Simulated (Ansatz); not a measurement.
# C$_{2}$H$_{2}$N$_{2}$Si: what the fields show

```json
{"atom": "N", "x (Å)": "0.1869", "y (Å)": "-2.4957", "z (Å)": "1.0060"}
{"atom": "C", "x (Å)": "0.2638", "y (Å)": "-1.3967", "z (Å)": "0.6720"}
{"atom": "Si", "x (Å)": "0.4223", "y (Å)": "0.3635", "z (Å)": "0.1629"}
{"atom": "C", "x (Å)": "-0.9713", "y (Å)": "0.7230", "z (Å)": "-0.9822"}
{"atom": "N", "x (Å)": "-1.8346", "y (Å)": "0.9735", "z (Å)": "-1.7013"}
{"atom": "H", "x (Å)": "0.2987", "y (Å)": "1.2217", "z (Å)": "1.3549"}
{"atom": "H", "x (Å)": "1.6953", "y (Å)": "0.5427", "z (Å)": "-0.5580"}
```

Geometry: PBE0-D4/def2-TZVP.

Method: RKS PBE0-D4/def2-TZVPP (Ansatz 0.2.0).

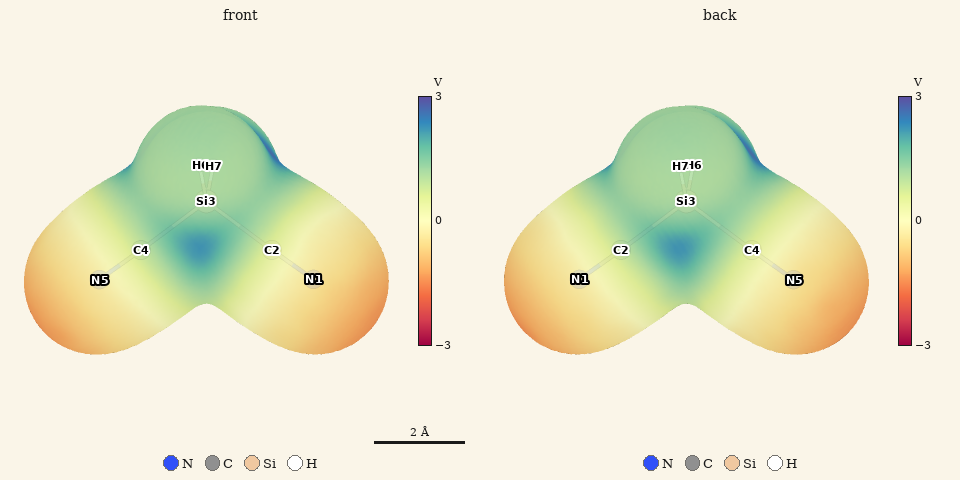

Figure 1. The molecular electrostatic potential painted on the density surface at 0.002 e/bohr³, seen from the front and from behind; red is negative and blue positive.

Which sites attract a positive test charge, and which a negative one?

Answer. A positive charge is drawn to the negative regions and a negative charge to the positive ones. The most negative region (about −1.4 V) lies over N1 and N5, the most positive (about +2.6 V) over Si3.

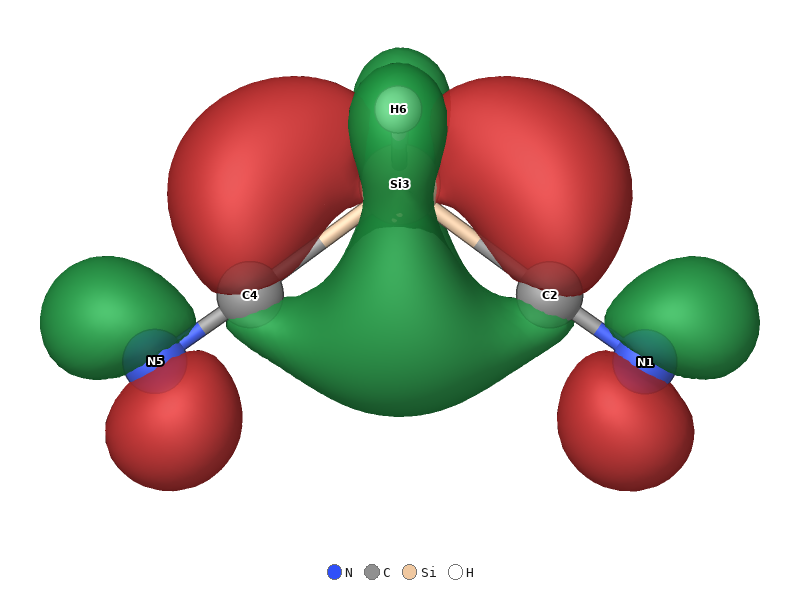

Figure 2. The LUMO at ±0.1 Å⁻³ᐟ² (green and red are the two phases), seen across its widest extent.

Describe this orbital and give its energy.

Answer. Its weight (Hirshfeld) is mainly on Si3 (about 25 %), C2 (about 15 %), C4 (about 15 %), N1 (about 15 %) and N5 (about 15 %). Its energy is −1.65 eV.
